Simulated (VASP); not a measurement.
# SnAs: structure and properties in VASP, part 2 of 7

How well does r2SCAN + rVV10 reproduce what experiment finds for SnAs? The cell is relaxed first, and properties follow on it. Left out of this account: 1 further run (core levels: core levels are not valid at this level). The start is a cell from a database of measured crystal structures.

VASP 6.6.1, plane waves and PAW; the level of theory is named at each step.

So far: The structure; First try.

The database entry behind the starting cell differs from later determinations by our own check (an axis about 0.7 % short against later determinations), so it need not match the best structure at ambient conditions.

**3. Relaxing cell and atoms (r2SCAN + rVV10)**

Level of this step: r2SCAN with rVV10; plane waves and PAW (Sn_d, As) (VASP).

Properties are meant for the cell that this level of theory prefers, so cell and atoms are relaxed first (ISIF = 3) until forces and stress are small; EDIFFG sets the threshold.

File INCAR:

```
SYSTEM = SnAs
PREC = Accurate
ENCUT = 400
EDIFF = 1E-06
NELM = 100
ISMEAR = 0
SIGMA = 0.05
LREAL = .FALSE.
ALGO = Normal
METAGGA = R2SCAN
LUSE_VDW = .TRUE.
IVDW_NL = 2
BPARAM = 11.95
CPARAM = 0.0093
LASPH = .TRUE.
NBANDS = 15
LORBIT = 11
LWAVE = .FALSE.
LCHARG = .FALSE.
KPAR = 2
IBRION = 2
NSW = 60
ISIF = 3
EDIFFG = -0.01
```

File POSCAR:

```
SnAs
1.0
    0.0000000000      2.8405000000      2.8405000000
    2.8405000000      0.0000000000      2.8405000000
    2.8405000000      2.8405000000      0.0000000000
Sn As
1 1
Direct
    0.0000000000      0.0000000000      0.0000000000
    0.5000000000      0.5000000000      0.5000000000
```

File KPOINTS:

```
Automatic mesh
0
Gamma
6 6 6
0 0 0
```

Potentials, in the order of the species: Sn_d and As (PBE family, release 64).

Started as:

```bash
$ mpirun -np 2 vasp_std
```

Log:

```text
[banner, memory and clock lines left out]
running    2 mpi-ranks, on    1 nodes
 distrk:  each k-point on    1 cores,    2 groups
 distr:  one band on    1 cores,    1 groups

 POSCAR found type information on POSCAR SnAs
 POSCAR found :  2 types and       2 ions
 [... a notice as in an earlier step ...]

 [... a notice as in an earlier step ...]

 LDA part: xc-table for (None), standard interpolation
 POSCAR, INCAR and KPOINTS ok, starting setup
 FFT: planning ... GRIDC
 FFT: planning ... GRID_SOFT
 FFT: planning ... GRID
 WAVECAR not read
 entering main loop
       N       E                     dE             d eps       ncg     rms          rms(c)
Total rVV10 correction in eV:      0.4271053    21.5668747
Total rVV10 correction in eV:      0.4271053    21.5668747
DAV:   1     0.740952428007E+02    0.74095E+02   -0.82415E+03   487   0.138E+03
DAV:   2    -0.338000617343E+02   -0.10790E+03   -0.10475E+03   515   0.335E+02
DAV:   3    -0.417826351619E+02   -0.79826E+01   -0.79554E+01   627   0.841E+01
DAV:   4    -0.419593592668E+02   -0.17672E+00   -0.17669E+00   536   0.137E+01
DAV:   5    -0.419656674637E+02   -0.63082E-02   -0.63073E-02   679   0.237E+00    0.372E+00
Total rVV10 correction in eV:      0.4285136    21.5668741
Total rVV10 correction in eV:      0.4285136    21.5668741
DAV:   6    -0.390613285515E+02    0.29043E+01   -0.80360E-01   585   0.150E+01    0.216E+00
Total rVV10 correction in eV:      0.4320067    21.5668741
Total rVV10 correction in eV:      0.4320067    21.5668741
DAV:   7    -0.390590771189E+02    0.22514E-02   -0.79817E-02   557   0.180E+00    0.955E-01
Total rVV10 correction in eV:      0.4334055    21.5668741
Total rVV10 correction in eV:      0.4334055    21.5668741
DAV:   8    -0.390617186597E+02   -0.26415E-02   -0.52686E-03   557   0.739E-01    0.280E-01
Total rVV10 correction in eV:      0.4339458    21.5668741
Total rVV10 correction in eV:      0.4339458    21.5668741
DAV:   9    -0.390620484628E+02   -0.32980E-03   -0.60085E-04   557   0.208E-01    0.539E-02
Total rVV10 correction in eV:      0.4339620    21.5668741
Total rVV10 correction in eV:      0.4339620    21.5668741
DAV:  10    -0.390620571701E+02   -0.87073E-05   -0.10930E-04   606   0.123E-01    0.272E-02
Total rVV10 correction in eV:      0.4340217    21.5668741
Total rVV10 correction in eV:      0.4340217    21.5668741
DAV:  11    -0.390620608276E+02   -0.36575E-05   -0.94780E-06   606   0.354E-02    0.454E-03
Total rVV10 correction in eV:      0.4340400    21.5668741
Total rVV10 correction in eV:      0.4340400    21.5668741
DAV:  12    -0.390620615001E+02   -0.67252E-06   -0.17513E-06   387   0.224E-02
Total rVV10 correction in eV:      0.4340429    21.5668741
Total rVV10 correction in eV:      0.4340429    21.5668741
Total rVV10 correction in eV:      0.4340451    21.5668741
Total rVV10 correction in eV:      0.4340451    21.5668741
   1 F= -.39062062E+02 E0= -.39061459E+02  d E =-.390621E+02
 curvature:   0.00 expect dE= 0.000E+00 dE for cont linesearch  0.000E+00
 trial: gam= 0.00000 g(F)=  0.434E-62 g(S)=  0.180E-01 ort = 0.000E+00 (trialstep = 0.100E+01)
 search vector abs. value=  0.180E-01
 bond charge predicted
       N       E                     dE             d eps       ncg     rms          rms(c)
Total rVV10 correction in eV:      0.4336705    21.5668741
Total rVV10 correction in eV:      0.4336705    21.5668741
DAV:   1    -0.392474425151E+02   -0.18538E+00   -0.42617E+00   578   0.372E+01    0.239E+00
Total rVV10 correction in eV:      0.4379150    21.5668762
Total rVV10 correction in eV:      0.4379150    21.5668762
DAV:   2    -0.391043382911E+02    0.14310E+00   -0.23352E-01   599   0.853E+00    0.111E+00
Total rVV10 correction in eV:      0.4415020    21.5668762
Total rVV10 correction in eV:      0.4415020    21.5668762
DAV:   3    -0.390662711838E+02    0.38067E-01   -0.11055E-01   638   0.570E+00    0.169E-01
Total rVV10 correction in eV:      0.4418247    21.5668762
Total rVV10 correction in eV:      0.4418247    21.5668762
DAV:   4    -0.390650899230E+02    0.11813E-02   -0.50446E-03   593   0.831E-01    0.652E-02
Total rVV10 correction in eV:      0.4419654    21.5668762
Total rVV10 correction in eV:      0.4419654    21.5668762
DAV:   5    -0.390650062612E+02    0.83662E-04   -0.18299E-04   671   0.143E-01    0.537E-02
Total rVV10 correction in eV:      0.4421892    21.5668762
Total rVV10 correction in eV:      0.4421892    21.5668762
DAV:   6    -0.390649557985E+02    0.50463E-04   -0.14357E-04   726   0.134E-01    0.118E-02
Total rVV10 correction in eV:      0.4422586    21.5668762
Total rVV10 correction in eV:      0.4422586    21.5668762
DAV:   7    -0.390649369992E+02    0.18799E-04   -0.61423E-05   679   0.990E-02    0.953E-03
Total rVV10 correction in eV:      0.4422742    21.5668762
Total rVV10 correction in eV:      0.4422742    21.5668762
DAV:   8    -0.390649386206E+02   -0.16214E-05   -0.39130E-06   508   0.162E-02    0.395E-03
Total rVV10 correction in eV:      0.4422754    21.5668762
Total rVV10 correction in eV:      0.4422754    21.5668762
DAV:   9    -0.390649389784E+02   -0.35778E-06   -0.52562E-07   317   0.112E-02
Total rVV10 correction in eV:      0.4422735    21.5668762
Total rVV10 correction in eV:      0.4422735    21.5668762
Total rVV10 correction in eV:      0.4422743    21.5668762
Total rVV10 correction in eV:      0.4422743    21.5668762
   2 F= -.39064939E+02 E0= -.39064337E+02  d E =-.287748E-02
 trial-energy change:   -0.002877  1 .order   -0.003340   -0.017981    0.011301
 step:   0.5912(harm=  0.6141)  dis= 0.00000  next Energy=   -39.067281 (dE=-0.522E-02)
 bond charge predicted
       N       E                     dE             d eps       ncg     rms          rms(c)
Total rVV10 correction in eV:      0.4424408    21.5668762
Total rVV10 correction in eV:      0.4424408    21.5668762
DAV:   1    -0.390980966824E+02   -0.33158E-01   -0.67687E-01   578   0.139E+01    0.993E-01
Total rVV10 correction in eV:      0.4406618    21.5668756
Total rVV10 correction in eV:      0.4406618    21.5668756
DAV:   2    -0.390736191372E+02    0.24478E-01   -0.40243E-02   592   0.368E+00    0.453E-01
Total rVV10 correction in eV:      0.4392367    21.5668756
Total rVV10 correction in eV:      0.4392367    21.5668756
DAV:   3    -0.390674310837E+02    0.61881E-02   -0.16982E-02   615   0.230E+00    0.731E-02
Total rVV10 correction in eV:      0.4390772    21.5668756
Total rVV10 correction in eV:      0.4390772    21.5668756
DAV:   4    -0.390672764462E+02    0.15464E-03   -0.78935E-04   529   0.304E-01    0.280E-02
Total rVV10 correction in eV:      0.4390361    21.5668756
Total rVV10 correction in eV:      0.4390361    21.5668756
DAV:   5    -0.390672753626E+02    0.10836E-05   -0.28818E-05   619   0.494E-02    0.226E-02
Total rVV10 correction in eV:      0.4389598    21.5668756
Total rVV10 correction in eV:      0.4389598    21.5668756
DAV:   6    -0.390672797260E+02   -0.43634E-05   -0.21968E-05   711   0.470E-02    0.468E-03
Total rVV10 correction in eV:      0.4389275    21.5668756
Total rVV10 correction in eV:      0.4389275    21.5668756
DAV:   7    -0.390672814585E+02   -0.17325E-05   -0.83709E-06   593   0.341E-02    0.421E-03
Total rVV10 correction in eV:      0.4389189    21.5668756
Total rVV10 correction in eV:      0.4389189    21.5668756
DAV:   8    -0.390672803925E+02    0.10659E-05   -0.58950E-07   268   0.561E-03    0.143E-03
Total rVV10 correction in eV:      0.4389193    21.5668756
Total rVV10 correction in eV:      0.4389193    21.5668756
DAV:   9    -0.390672800737E+02    0.31887E-06   -0.11489E-07   261   0.400E-03
Total rVV10 correction in eV:      0.4389198    21.5668756
Total rVV10 correction in eV:      0.4389198    21.5668756
Total rVV10 correction in eV:      0.4389193    21.5668756
Total rVV10 correction in eV:      0.4389193    21.5668756
   3 F= -.39067280E+02 E0= -.39066678E+02  d E =-.521857E-02
 curvature:  -0.31 expect dE=-0.899E-07 dE for cont linesearch -0.899E-07
 trial: gam=-0.00403 g(F)=  0.729E-61 g(S)=  0.294E-06 ort = 0.727E-04 (trialstep = 0.918E+00)
 search vector abs. value=  0.105E-09
 reached required accuracy - stopping structural energy minimisation
```

It took 2.3 min on 2 MPI ranks of AMD EPYC 7R43, shared host; peak memory 0.46 GiB.

Parts of OUTCAR (step 3):

```text
ion  position               nearest neighbor table
   1  0.000  0.000  0.000-   2 2.84   2 2.84   2 2.84   2 2.84   2 2.84   2 2.84
   2  0.500  0.500  0.500-   1 2.84   1 2.84   1 2.84   1 2.84   1 2.84   1 2.84

  LATTYP: Found a face centered cubic cell.
 ALAT       =     5.6810000000

 Subroutine GETGRP returns: Found 48 space group operations
 (whereof 48 operations were pure point group operations)

The static configuration has the point symmetry O_h .

 Found     16 irreducible k-points:

   k-points           NKPTS =     16   k-points in BZ     NKDIM =     16   number of bands    NBANDS=     15

   dimension x,y,z NGX =    28 NGY =   28 NGZ =   28
   dimension x,y,z NGXF=    56 NGYF=   56 NGZF=   56

   ENCUT  =  400.0 eV  29.40 Ry    5.42 a.u.   6.55  6.55  6.55*2*pi/ulx,y,z

   NELECT =      19.0000    total number of electrons

 k-points in reciprocal lattice and weights: Automatic mesh
   0.00000000  0.00000000  0.00000000       0.005
   0.16666667  0.00000000  0.00000000       0.037
   0.33333333  0.00000000  0.00000000       0.037
   0.50000000  0.00000000  0.00000000       0.019
   0.16666667  0.16666667  0.00000000       0.028
   0.33333333  0.16666667  0.00000000       0.111
   0.50000000  0.16666667  0.00000000       0.111
  -0.33333333  0.16666667  0.00000000       0.111
  -0.16666667  0.16666667  0.00000000       0.056
[...]
-0.33333333  0.33333333  0.16666667       0.111
  -0.33333333  0.50000000  0.16666667       0.056

 average (electrostatic) potential at core
       1-105.7103       2 -52.1747

 E-fermi :   6.7000

 k-point     1 :       0.0000    0.0000    0.0000
  band No.  band energies     occupation
    ...
      6      -6.8402      2.00000
      7       4.5364      2.00000
      8       5.6963      2.00000
      9       5.6963      2.00000
     10       5.6963      2.00000
     11      12.7924      0.00000
     12      12.7925      0.00000
     13      12.7925      0.00000
     14      13.3560      0.00000
     15      13.3560      0.00000

 k-point     2 :       0.1667    0.0000    0.0000
  band No.  band energies     occupation
    ...
      5     -15.2676      2.00000
      6      -6.4948      2.00000
      7       2.2594      2.00000
      8       5.7484      2.00000
      9       5.7484      2.00000
     10       7.3050      0.00000
     11      11.1520      0.00000
     12      11.1520      0.00000
     13      11.4182      0.00000
     14      13.5357      0.00000
    ...

 k-point     3 :       0.3333    0.0000    0.0000
  band No.  band energies     occupation
    ...
      5     -15.2559      2.00000
      6      -5.5343      2.00000
      7      -0.3881      2.00000
      8       5.9722      2.00000
      9       5.9722      2.00000
     10       8.0566      0.00000
     11       9.2645      0.00000
     12       9.2646      0.00000
     13      10.1379      0.00000
     14      15.0590      0.00000
    ...

  Total        0.0020147      0.0020147      0.0020147     -0.0000000      0.0000000     -0.0000000
  in kB        0.0689411      0.0689411      0.0689411     -0.0000000      0.0000000     -0.0000000
  external PRESSURE =       0.0689411 kB  Pullay stress =       0.0000000 kB

  energy-cutoff  :      400.00
  volume of cell :       46.82
      direct lattice vectors                 reciprocal lattice vectors
     0.000000000  2.860690551  2.860690551    -0.174782973  0.174782973  0.174782973
     2.860690551  0.000000000  2.860690551     0.174782973 -0.174782973  0.174782973
     2.860690551  2.860690551 -0.000000000     0.174782973  0.174782973 -0.174782973

 POSITION                                       TOTAL-FORCE (eV/Angst)
 -----------------------------------------------------------------------------------
      0.00000      0.00000      0.00000        -0.000000      0.000000      0.000000
      2.86069      2.86069      2.86069         0.000000     -0.000000     -0.000000
 -----------------------------------------------------------------------------------
    total drift:                               -0.000000      0.000000      0.000000

  FREE ENERGIE OF THE ION-ELECTRON SYSTEM (eV)
  ---------------------------------------------------
  free  energy   TOTEN  =       -39.0672800737 eV

  energy  without entropy=      -39.0660755344  energy(sigma->0) =      -39.06667780

 reached required accuracy - stopping structural energy minimisation

 total charge
# of ion       s       p       d       tot
------------------------------------------
    1        1.197   0.973  10.015  12.185
    2        1.251   1.491   0.036   2.778
--------------------------------------------------
tot          2.448   2.464  10.052  14.963

[... 3 further parts left out ...]
```

This run has no spin polarisation. Its electron count is odd, so without a moment it is a metal by construction. The k-mesh is coarse for a metal. The PAW data sets were made with PBE, which is usual practice but a small mismatch for other functionals. The run keeps the 48 symmetry operations of its start, so it cannot find a distortion of lower symmetry.

Step by step:

| step | energy less that of the first step (eV) | largest force (eV/Å) | pressure (GPa) | volume (Å³) |
| --- | --- | --- | --- | --- |
| 1 | 0.0000 | 0.0000 | 1.74 | 45.84 |
| 2 | -0.0029 | 0.0000 | -1.06 | 47.51 |
| 3 | -0.0052 | 0.0000 | 0.01 | 46.82 |

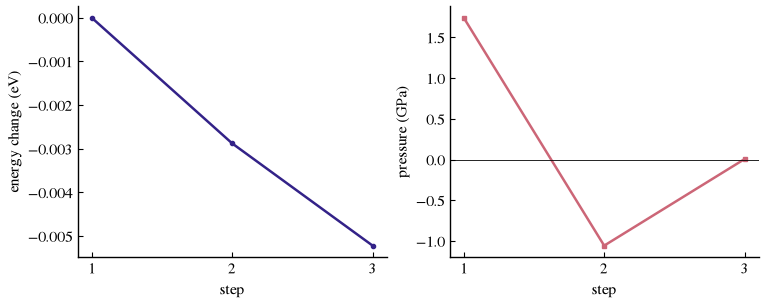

Energy and pressure along the relaxation.

| conventional cell, symmetrised | before | after | change |
| --- | --- | --- | --- |
| a (Å) | 5.681 | 5.721 | +0.7 % |
| b (Å) | 5.681 | 5.721 | +0.7 % |
| c (Å) | 5.681 | 5.721 | +0.7 % |
| volume (Å³/atom) | 22.92 | 23.41 | +2.1 % |

The relaxed structure:

```xyz
2
Lattice="0.0000 2.8607 2.8607 2.8607 0.0000 2.8607 2.8607 2.8607 0.0000" Properties=species:S:1:pos:R:3 pbc="T T T"
Sn    0.0000    0.0000    0.0000
As    2.8607    2.8607    2.8607
```

This step gave:

| Quantity | Value |
| --- | --- |
| electrons | 19 |
| bands | 15 |
| irreducible k-points | 16 |
| symmetry operations | 48 |
| free energy (TOTEN) | -39.07 eV |
| energy at zero smearing | -39.07 eV |
| Fermi energy | 6.7 eV |
| pressure | 0.006894 GPa |
| metallic | yes |
| SCF cycles over all ionic steps | 30 |

It ends with forces that vanish by symmetry and a pressure of 0.01 GPa. The volume lies +2.1 % from that of the database's start.

[end of part 2 of 7]

[Lines on the potential files, build, host, timing and source positions are cut from VASP's logs without a mark.]

[Logs are printed without paths, hosts, clocks, repeated set-up lines and the standing remarks that a program may print on its own settings, such as how far it seeks lower states.]

[Hosts, paths, dates, database ids (printed as entryN), source tags and the programs' standing remarks are cut or masked in the printed files.]

[A measured line is paired with the nearest computed mode of its activity, which favours agreement.]
